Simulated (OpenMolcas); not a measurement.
```
&GATEWAY
Basis set
Mn.ANO-RCC-VDZP.
Mn1 0.0 0.0 0.0 Angstrom
End of basis
Basis set
F.ANO-RCC-VDZP.
L1 2.347000 0.000000 0.000000 Angstrom
L2 0.000000 2.347000 0.000000 Angstrom
L3 0.000000 0.000000 2.347000 Angstrom
End of basis
Basis set
Na.EMB-AIMP.Seijo.6s3p.1s1p.ECP.NaF.
PseudoCharge
* 3 symmetry-unique lattice sites within 7.6 angstrom
End of basis
Basis set
Na.EMB-AIMP.Seijo.0s.0s.ECP.NaF.
PseudoCharge
* 36 symmetry-unique lattice sites within 7.6 angstrom
End of basis
Basis set
F.EMB-AIMP.Seijo.0s.0s.ECP.NaF.
PseudoCharge
* 31 symmetry-unique lattice sites within 7.6 angstrom
End of basis
Symmetry
XYZ
AngMom=0.0 0.0 0.0
AMFI
RICD
XField
1025 Angstrom 0
* Evjen-weighted lattice charges
&SEWARD
&RASSCF
FileOrb=start.orb
Symmetry=1
Spin=6
nActEl=5 0 0
Inactive=18 21
Ras2=5 0
CIRoot=1 1 1
SDav=1
CIMx=300
Iter=150 100
PrWF=0.3
OrbListing=Nothing
MaxOrb=0
LevShft=1.0
>>> COPY $Project.JobIph JOB001
&RASSCF
FileOrb=start.orb
Symmetry=1
Spin=4
nActEl=5 0 0
Inactive=18 21
Ras2=5 0
CIRoot=24 24 1
SDav=24
CIMx=300
Iter=150 100
PrWF=0.3
OrbListing=Nothing
MaxOrb=0
LevShft=1.0
>>> COPY $Project.JobIph JOB002
&RASSCF
FileOrb=start.orb
Symmetry=1
Spin=2
nActEl=5 0 0
Inactive=18 21
Ras2=5 0
CIRoot=75 75 1
SDav=75
CIMx=300
Iter=150 100
PrWF=0.3
OrbListing=Nothing
MaxOrb=0
LevShft=1.0
>>> COPY $Project.JobIph JOB003
&RASSI
NrOfJobIphs=3 1 24 75
1
1 2 3 4 5 6 7 8 9 10 11 12 13 14 15 16 17 18 19 20 21 22 23 24
1 2 3 4 5 6 7 8 9 10 11 12 13 14 15 16 17 18 19 20 21 22 23 24 25 26 27
28 29 30 31 32 33 34 35 36 37 38 39 40 41 42 43 44 45 46 47 48 49 50 51
52 53 54 55 56 57 58 59 60 61 62 63 64 65 66 67 68 69 70 71 72 73 74 75
IphNames
JOB001
JOB002
JOB003
EJob
SpinOrbit
DIPRint=1.0
SOCoupling=1000.0
Subsets=2
Property=9
'ANGMOM' 1 'ANGMOM' 2 'ANGMOM' 3 'MLTPL  1' 1 'MLTPL  1' 2 'MLTPL  1' 3
'AMFI' 1 'AMFI' 2 'AMFI' 3
SOProperty=3
'ANGMOM' 1 'ANGMOM' 2 'ANGMOM' 3
```

Launched with:
```bash
OMP_NUM_THREADS=1 MOLCAS_MEM=2457 MOLCAS_PROJECT=a pymolcas a.inp > a.log  # once for each step of the input, in one work folder
```

Level of the calculation: state-averaged CASSCF, active space 5 electrons in the shell 3d, basis ANO-RCC-VDZP on all atoms, DKH2 scalar Hamiltonian, spin-orbit coupling by RASSI with atomic mean-field integrals (OpenMolcas).

Mn²⁺ (3d⁵) as a dopant in NaF, a cluster with its 6 nearest F⁻ at 2.347 Å (octahedron) embedded in model potentials and point charges; the geometry was set, not optimised. The cluster and the levels that result:

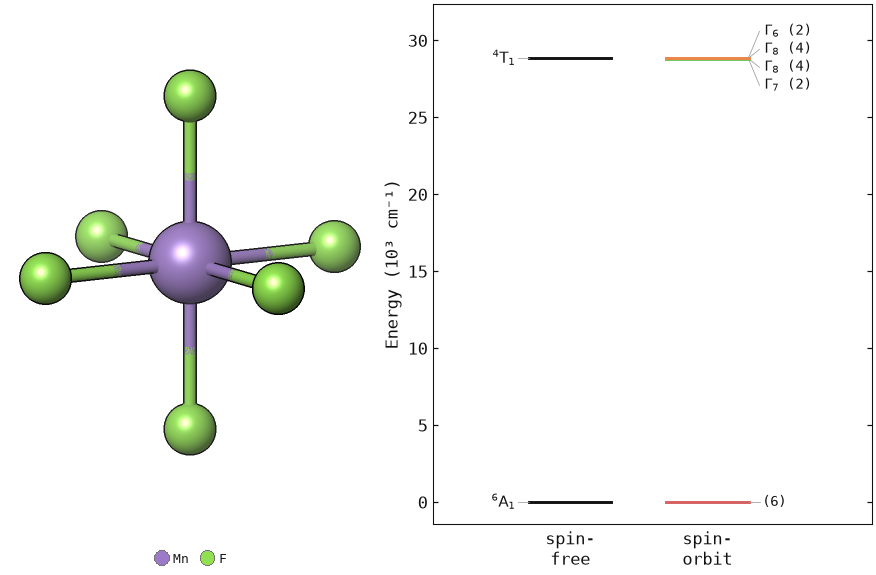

Labels give the representation in O, Td, D4 or D3 as the site allows (double group for half-integer spin) where it could be assigned and, in brackets, the degeneracy; spin-free states, where drawn, share the zero of the spin-orbit levels.

The ground level is 6-fold degenerate, 100 % from states of spin multiplicity 6. The next level lies at 28,800 cm⁻¹ (Γ₇). The lowest spin-free state is ⁶A₁, from the free-ion S term. A ligand-field fit to the spin-free states gives |10Dq| = 4,710 cm⁻¹, B = 1,090 and C = 4,070 cm⁻¹ (rms misfit 60 cm⁻¹). The active orbitals hold 97 to 99 % metal character (Löwdin), and the Mulliken charge of the metal is +1.55.

Caveat: small active space favours high spin, ground spin may be wrong; the geometry is set by hand, with no relaxation and no charge compensation.
